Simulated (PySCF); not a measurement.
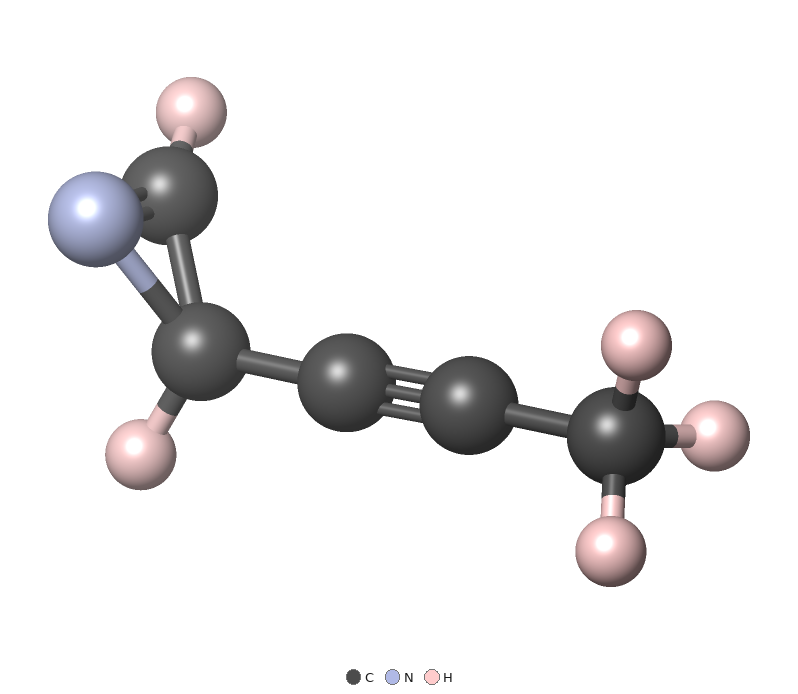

A ball-and-stick model of a molecule. Multiple sticks mark multiple bonds (one Kekulé form).

The geometry was computed by an optimisation with GFN2-xTB. No frequency run is at hand to confirm it as a minimum.

Count the atoms of each element.

C₅H₅N, 11 atoms: 5 carbon, 5 hydrogen and 1 nitrogen.

Give a SMILES string for it.

CC#C[C@@H]1C=N1

Count the bonded pairs by element.

5 C–H, 4 C–C, 2 C–N.

More results for the same structure follow; atom numbers are the same in all pictures, views and colours differ.

## Shape

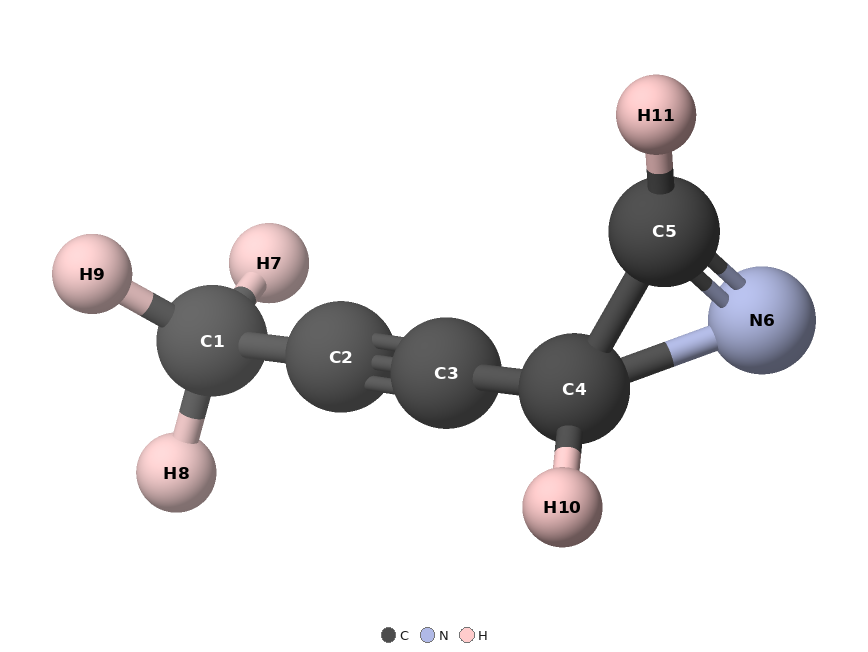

No frequency run is at hand to confirm it as a minimum.

Which atoms are bonded, and how long are the bonds?

```
  bond  length (Å)   order
 C1–C2       1.445  single
 C1–H7       1.090  single
 C1–H8       1.090  single
 C1–H9       1.090  single
 C2–C3       1.201  triple
 C3–C4       1.429  single
 C4–C5       1.459  single
 C4–N6       1.514  single
C4–H10       1.086  single
 C5–N6       1.249  double
C5–H11       1.063  single
```

## Electronic properties

No frequency run is at hand to confirm it as a minimum. Method: PBE0/def2-SVPD, gas phase (PySCF 2.14.0). Excitations: vertical, linear response.

Predict the main results.

- dipole moment: 2.30 D
- HOMO energy (Kohn–Sham orbital): −6.90 eV
- LUMO energy (Kohn–Sham orbital): −0.81 eV
- HOMO–LUMO gap: 6.09 eV
- mean static polarisability: 63.5 bohr³
- lowest vertical singlet excitation: 4.52 eV
- its oscillator strength: 0.011
- brightest of the 6 lowest singlets: 6.52 eV
- its oscillator strength: 0.03

## NMR shielding

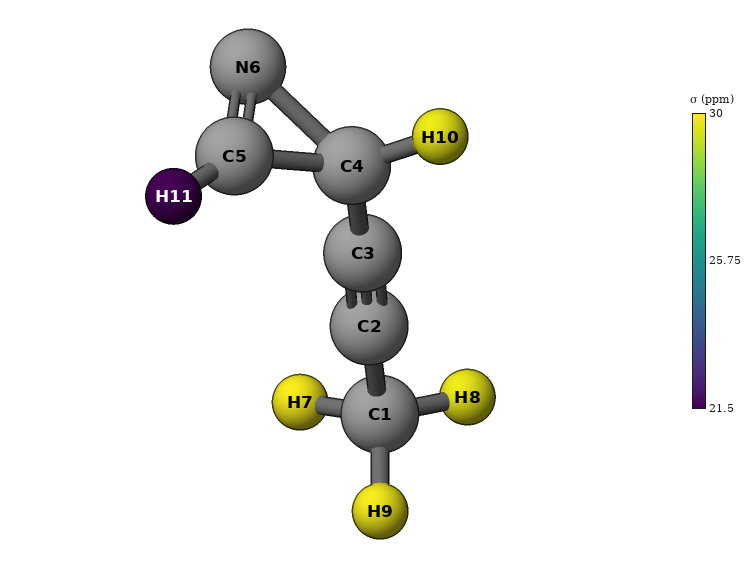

Atoms are coloured by their isotropic NMR shieldings (H only, the others grey). No frequency run is at hand to confirm it as a minimum. Method: GIAO PBE0/pcSseg-1 NMR shielding, non-relativistic, gas phase (PySCF 2.14.0).

Give the isotropic NMR shieldings of the H atoms atom by atom.

| atom | σ (ppm) |
| --- | --- |
| H7 | 29.81 |
| H8 | 29.67 |
| H9 | 29.79 |
| H10 | 29.68 |
| H11 | 21.54 |

## Charges

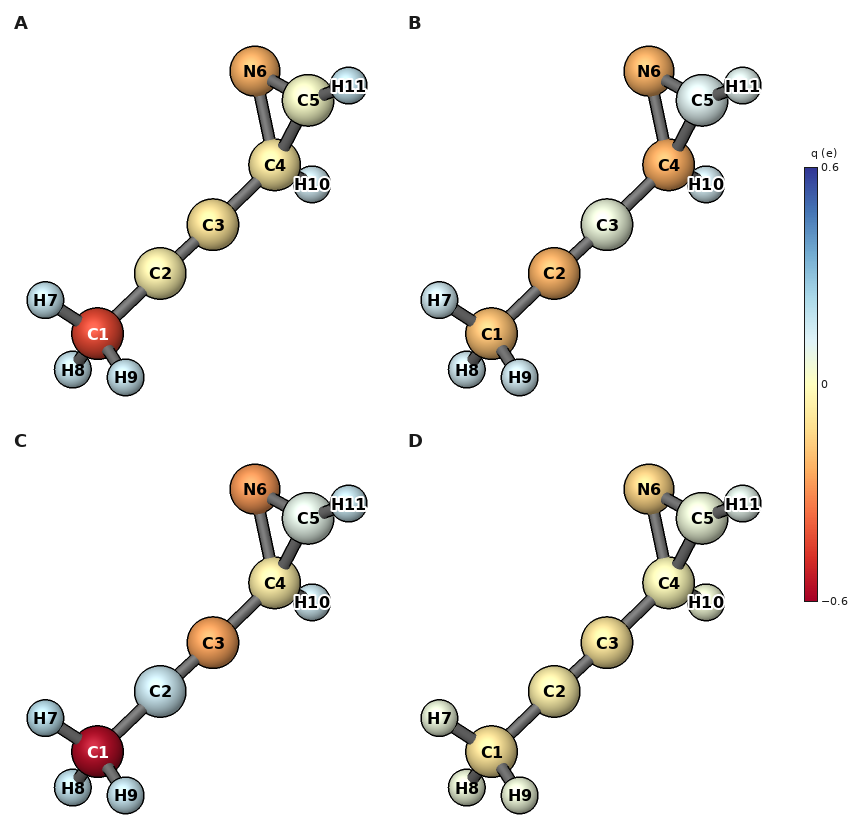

Atomic charges of one calculation by 4 schemes, on one colour scale. No frequency run is at hand to confirm it as a minimum. Level of theory: PBE0/pcSseg-1 (PySCF 2.14.0).

The schemes are ESP-fitted, Hirshfeld, IAO, Mulliken. Which panel shows which?

A IAO, B Mulliken, C ESP-fitted, D Hirshfeld.

List the charges (e), one line for each set of equivalent atoms.

```json
{"atom": "C1", "IAO": "−0.44", "Mulliken": "−0.19", "ESP-fitted": "−0.56", "Hirshfeld": "−0.10"}
{"atom": "C2", "IAO": "−0.04", "Mulliken": "−0.22", "ESP-fitted": "0.17", "Hirshfeld": "−0.05"}
{"atom": "C3", "IAO": "−0.10", "Mulliken": "0.06", "ESP-fitted": "−0.25", "Hirshfeld": "−0.08"}
{"atom": "C4", "IAO": "−0.07", "Mulliken": "−0.24", "ESP-fitted": "−0.06", "Hirshfeld": "−0.01"}
{"atom": "C5", "IAO": "0.02", "Mulliken": "0.11", "ESP-fitted": "0.09", "Hirshfeld": "0.06"}
{"atom": "N6", "IAO": "−0.23", "Mulliken": "−0.22", "ESP-fitted": "−0.28", "Hirshfeld": "−0.14"}
{"atom": "H7", "IAO": "0.17", "Mulliken": "0.15", "ESP-fitted": "0.20", "Hirshfeld": "0.06"}
{"atom": "H8", "IAO": "0.17", "Mulliken": "0.15", "ESP-fitted": "0.18", "Hirshfeld": "0.06"}
{"atom": "H9", "IAO": "0.17", "Mulliken": "0.15", "ESP-fitted": "0.17", "Hirshfeld": "0.06"}
{"atom": "H10", "IAO": "0.15", "Mulliken": "0.14", "ESP-fitted": "0.15", "Hirshfeld": "0.05"}
{"atom": "H11", "IAO": "0.19", "Mulliken": "0.11", "ESP-fitted": "0.18", "Hirshfeld": "0.10"}
```

Mulliken values depend strongly on the basis set and can even reverse the polarity of a bond.
